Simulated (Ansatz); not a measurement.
```xyz
5

C     0.5408   -0.3372   -0.9563
Ga   -1.4143    1.1707   -0.5944
O     0.7497    0.8657   -0.5996
O    -0.6316   -0.7970   -1.1343
H     1.4204   -1.0154   -1.1192
```

Geometry: PBE-D3(BJ)/def2-SVP.

Level of theory: Ansatz 0.2.0, isolated molecule in a Gaussian basis; Kohn-Sham density functional theory, functional PBE0.

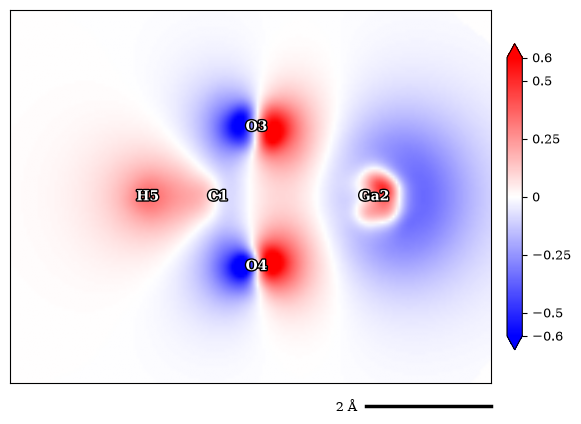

CHGaO₂ (SMILES C1=[O+][Ga-2]=[O+]1). The HOMO on the molecular plane (values in Å⁻³ᐟ²; the overall sign is arbitrary).

What is the character of this orbital?

Answer. By Hirshfeld shares it lies mainly on Ga2 (about 65 %), O3 (about 15 %) and O4 (about 15 %); it is symmetric in the molecular plane (an in-plane orbital: σ, lone-pair or in-plane π type). Its energy is −7.16 eV.
